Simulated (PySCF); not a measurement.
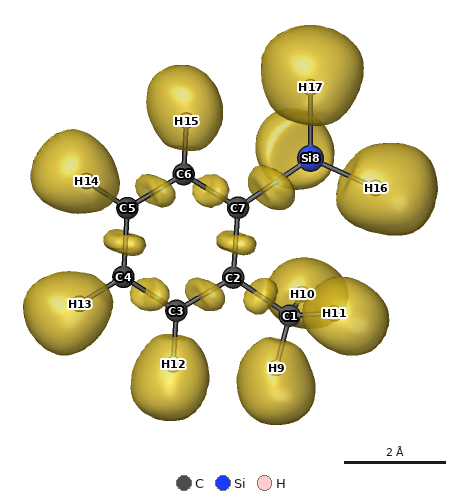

Figure. C7H9Si (SMILES Cc1ccccc1[SiH2]) (doublet). Isosurface of the electron localisation function at 0.85 (yellow), seen at a tilt. Core shells and regions of very low density are left out.

Geometry: GFN2-xTB.

Theory: UKS B3LYP, pcH-1 on C H Si, non-relativistic, mean-field spin-orbit, GIAO in PySCF.

```xyz
17

C    -1.2306   -1.7149   -0.1236
C    -0.1206   -0.7094   -0.0843
C     1.1850   -1.1065   -0.3050
C     2.2329   -0.1981   -0.2745
C     1.9681    1.1384   -0.0140
C     0.6735    1.5507    0.2089
C    -0.4033    0.6489    0.1723
Si   -2.0980    1.2760    0.5197
H    -0.8372   -2.7220   -0.2425
H    -1.8146   -1.6767    0.7965
H    -1.9045   -1.5087   -0.9558
H     1.3919   -2.1496   -0.5039
H     3.2453   -0.5297   -0.4509
H     2.7761    1.8558    0.0137
H     0.4753    2.5949    0.4097
H    -3.2933    0.5539    0.1289
H    -2.2530    2.7089    0.6949
```

What do the ELF domains correspond to?

Answer. The surface consists of seven regions between bonded C–C atoms (shared pairs), one region between bonded C–Si atoms (shared pairs), nine regions around hydrogen nuclei and one lobe on Si, pointing away from the bonds (non-bonding electrons).

Values along the shortest contacts:
C–C (1.38 Å): the ELF peaks at about 0.95 between the atoms (localised, covalent bonding). C–Si (1.84 Å): the ELF peaks at about 0.95 between the atoms, as expected for a covalent bond.
